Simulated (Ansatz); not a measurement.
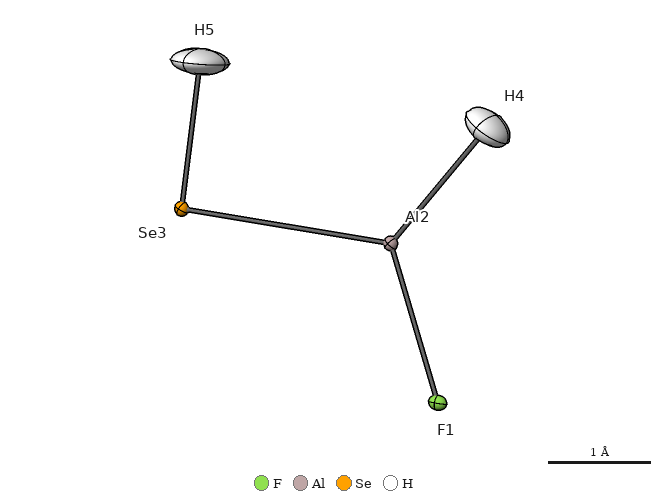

Displacement ellipsoids at the 50 % level, from the internal vibrations of the free molecule (harmonic, no overall translation or rotation; no half-axis is drawn under 0.075 Å). Vibrations computed with RKS PBE0-D4/def2-TZVP (Ansatz 0.2.0). Temperature: 100 K.

Which atom moves most?

H5, with U_eq = 0.0338 Å².

Does H5 move more along its bond or across it?

Across it: the root-mean-square amplitude is 0.083 Å along the bond and up to 0.253 Å across, since bending and torsion are softer than stretching.

List U_eq and the three principal root-mean-square amplitudes for each kind of atom.

| atom | U_eq (Å²) | rms amplitudes (Å) |
| --- | --- | --- |
| F1 | 0.0017 | 0.015, 0.025, 0.065 |
| Al2 | 0.00091 | 0.019, 0.030, 0.039 |
| Se3 | 0.00014 | 0.003, 0.007, 0.019 |
| H4 | 0.0218 | 0.097, 0.164, 0.170 |
| H5 | 0.0338 | 0.083, 0.175, 0.253 |
